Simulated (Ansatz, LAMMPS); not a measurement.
# Amorphous Hg33S25Se8 (66 atoms): support functions against a reference, part 3 of 3

Wanted: errors and times of a linear-scaling basis for amorphous Hg33S25Se8 (66 atoms). A setting counts as converged where the r.m.s. difference of forces stays under 1 % of the r.m.s. force.

Ansatz 0.2.0; Kohn-Sham DFT, PBE, PAW (set soft_2), plane waves.

The cell: 33 Hg, 25 S and 8 Se. The quench rate of 10 K/ps is orders of magnitude faster than experiment. The network of bonds at the start is that of the classical potential that made the cell. The Brillouin zone is sampled at Γ only, in a cell whose shortest periodic width is 12 Å. The levels lack spin–orbit coupling.

So far. Step 8 (Support functions medium, radius 4.61 Å): Forces differ from the reference by 0.45 meV/Å r.m.s., 0.12 % of their size, well within a tolerance of 1 %; the energy by -1.5 meV/atom. It took 84 s and 19 cycles; the reference's time can't be set against it, since the two runs asked for unlike analyses. Step 9 (Other settings): Forces differ from the reference by 0.005 meV/Å r.m.s., 0.0014 % of their size, well within a tolerance of 1 %.

### Step 11. The reference in detail (continued)

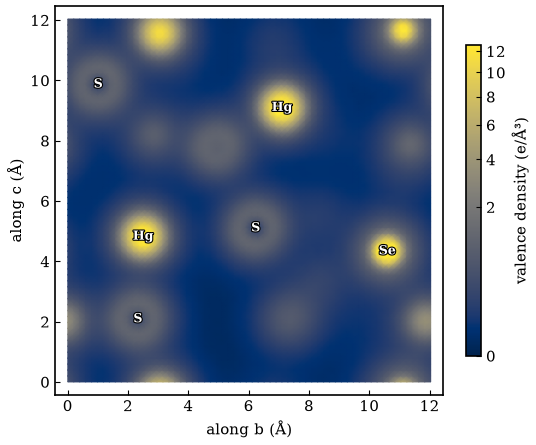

Valence density in the bc plane at fractional x = 0.615, with atoms of Hg and S and Se within 0.2 Å of it. It is the smooth field of the valence electrons, not physical close to the nuclei. The map starts off the cell's origin, so that atoms lie inside it. The colour scale is stretched toward low values.

Within 0.4 eV of the Fermi level the largest share is S p (58 % of the projected weight).

### Step 12. Distances and neighbours

These statistics describe the geometry on which the runs were made.

Density 7.67 g/cm³, 26.41 Å³ an atom.

g(r), total and by pair (bins of 0.2 Å):

| r (Å) | total | Hg-Hg | Hg-S | Hg-Se | S-S | S-Se | Se-Se |
| --- | --- | --- | --- | --- | --- | --- | --- |
| 2.50 | 1.11 | 0.00 | 2.94 | 0.00 | 0.00 | 0.00 | 0.00 |
| 2.70 | 3.71 | 0.00 | 7.22 | 7.56 | 0.00 | 0.48 | 0.00 |
| 2.90 | 0.64 | 0.00 | 0.50 | 2.54 | 1.00 | 0.00 | 0.00 |
| 3.10 | 0.66 | 0.13 | 0.09 | 1.08 | 2.56 | 0.00 | 6.81 |
| 3.30 | 0.58 | 1.03 | 0.47 | 0.00 | 0.80 | 0.00 | 2.08 |
| 3.50 | 0.77 | 2.37 | 0.07 | 0.22 | 0.91 | 0.00 | 0.00 |
| 3.70 | 0.72 | 1.31 | 0.48 | 0.56 | 0.81 | 0.26 | 0.00 |
| 3.90 | 1.15 | 1.67 | 0.89 | 1.21 | 0.56 | 1.58 | 1.48 |
| 4.10 | 1.23 | 2.04 | 0.75 | 0.32 | 1.99 | 1.03 | 1.34 |
| 4.30 | 1.64 | 1.85 | 1.19 | 0.70 | 2.51 | 2.83 | 1.22 |
| 4.50 | 1.14 | 1.00 | 0.78 | 0.93 | 1.88 | 2.24 | 0.00 |
| 4.70 | 1.11 | 0.86 | 1.10 | 1.32 | 1.30 | 1.12 | 1.94 |
| 4.90 | 0.94 | 0.85 | 0.98 | 1.09 | 0.64 | 1.02 | 2.77 |
| 5.10 | 0.77 | 0.64 | 0.84 | 1.10 | 0.67 | 0.67 | 0.00 |
| 5.30 | 0.85 | 0.77 | 0.90 | 1.12 | 0.55 | 0.98 | 0.78 |
| 5.50 | 0.69 | 0.59 | 0.78 | 0.52 | 0.58 | 1.03 | 0.69 |
| 5.70 | 0.99 | 0.78 | 1.34 | 1.20 | 0.41 | 0.74 | 0.69 |
| 5.90 | 1.03 | 0.73 | 1.15 | 1.29 | 1.14 | 0.90 | 0.61 |

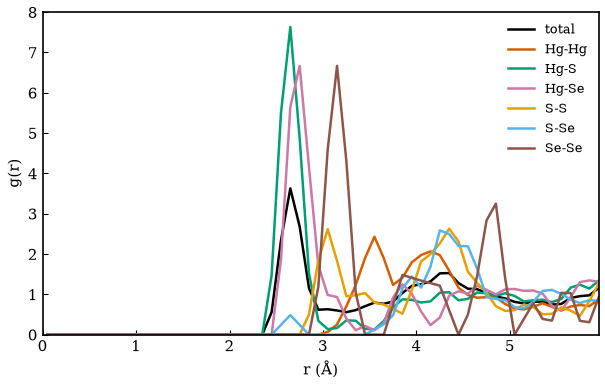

Pair distribution functions, lightly smoothed.

Bonds by pair of elements; cutoffs follow the first minimum of g(r), held within bounds set by covalent radii, and pairs that aren't listed don't count as bonded:

| pair A-B | cutoff (Å) | bonds | mean length (Å) | spread (Å) | shortest (Å) | B about A | A about B |
| --- | --- | --- | --- | --- | --- | --- | --- |
| Hg-S | 3.08 | 90 | 2.67 | 0.086 | 2.53 | 2.73 | 3.6 |
| Hg-Se | 3.35 | 33 | 2.80 | 0.151 | 2.63 | 1 | 4.12 |

How many atoms have how many bonded neighbours:

| element | mean | 1 | 3 | 4 | 5 |
| --- | --- | --- | --- | --- | --- |
| Hg | 3.73 | 0 | 9 | 24 | 0 |
| S | 3.6 | 1 | 12 | 7 | 5 |
| Se | 4.12 | 0 | 1 | 5 | 2 |

Rings of the network by King's shortest-path rule, up to 12 atoms, one path for each pair of neighbours; H, halogens, alkali and alkaline-earth atoms are left out, and the last column divides by all other atoms, bonded or not:

| ring size (atoms) | rings | per network atom |
| --- | --- | --- |
| 4 | 19 | 0.288 |
| 6 | 51 | 0.773 |
| 8 | 54 | 0.818 |
| 10 | 5 | 0.076 |

For some of the pairs, g(r) has its first main peak near 2.6 Å (Hg-S), 2.7 Å (Hg-Se) and 3.1 Å (S-S). By these cutoffs 73 % of Hg atoms have 4, 48 % of S atoms have 3 and 62 % of Se atoms have 4 bonded neighbours. Rings of 8 atoms are the most common (42 % of those counted); sizes run from 4 to 10.

Local excerpt of 10 atoms (numbers count through the whole input) about S41, which has 1 bonded neighbour where the commonest count for S is 3; x, y, z are measured from there.

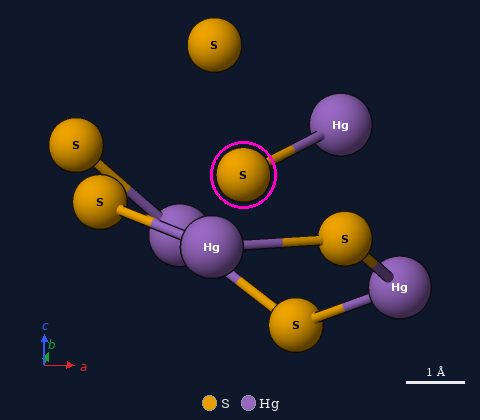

The atoms of the table, within 3.7 Å (arrows a, b, c point along x, y, z); some may hide others; the central atom is ringed.

| atom | x | y | z | distance (Å) | bonds | Fx | Fy | Fz (eV/Å) |
| --- | --- | --- | --- | --- | --- | --- | --- | --- |
| S41 | 0.00 | 0.00 | 0.00 | 0.00 | 1 | 0.09 | 0.33 | 0.19 |
| Hg1 | 1.46 | 2.16 | 0.39 | 2.64 | 4 | -0.13 | -0.48 | -0.20 |
| S54 | -0.44 | -1.28 | 2.70 | 3.02 | 3 | 0.05 | 0.32 | -0.57 |
| S50 | 2.05 | -2.24 | -0.42 | 3.06 | 4 | -0.08 | 0.20 | 0.05 |
| Hg5 | -1.31 | 2.15 | -1.78 | 3.08 | 4 | 0.24 | -0.65 | 0.40 |
| S46 | -2.28 | -2.18 | -0.02 | 3.16 | 3 | 0.15 | -0.49 | -0.78 |
| S55 | -3.08 | 1.17 | 0.04 | 3.29 | 4 | -0.39 | 0.62 | -0.27 |
| S52 | 0.88 | 1.12 | -2.99 | 3.32 | 3 | -0.29 | -0.14 | -0.24 |
| Hg17 | 2.82 | -0.13 | -1.85 | 3.37 | 4 | 0.03 | 0.22 | 0.08 |
| Hg19 | -0.13 | -3.73 | -0.28 | 3.74 | 3 | -0.35 | 0.39 | 0.52 |

The column of bonds counts only the pairs Hg-S within 3.08 Å, Hg-Se within 3.35 Å; other neighbours, such as metal atoms beside each other in a compound, aren't counted, and periodic images can show an atom twice.

### Step 13. Summary of results

```
free energy per atom        : -7911.1529 eV/atom
pressure                    : 0.5219 GPa
r.m.s. force component      : 0.3626 eV/Å
wall time of the 6 DFT runs : 5.8 min
```

Against plane waves at 420 eV, the forces differ by 0.54 meV/Å (0.15 %) with support functions medium, and by 0.45 meV/Å in the closest run (support functions medium, radius 4.61 Å). At 66 atoms the fastest of the runs at a preset level, support functions low, takes roughly 3.2 times the time of plane waves (whose run also made extra analyses, so the like-for-like ratio is larger), in 15 SCF cycles against 11. Differences between support functions and plane waves include what basis error the plane-wave run still has.

Counting bands leaves a spacing of only 0.11 eV (at Γ alone), which the smearing bridges: 3 levels are partly filled by over 2 %, so a gap, if any, is small at this level. By these cutoffs 73 % of Hg atoms have 4, 48 % of S atoms have 3 and 62 % of Se atoms have 4 bonded neighbours.

**Limits.** The geometry was minimised with a classical potential after classical dynamics and isn't relaxed at this level: its force components are 0.36 eV/Å r.m.s.

[Logs are printed without paths, hosts, clocks, repeated set-up lines and the standing remarks that a program may print on its own settings, such as how far it seeks lower states.]

[Hosts, paths, dates, database ids (printed as entryN), source tags and the programs' standing remarks are cut or masked in the printed files.]
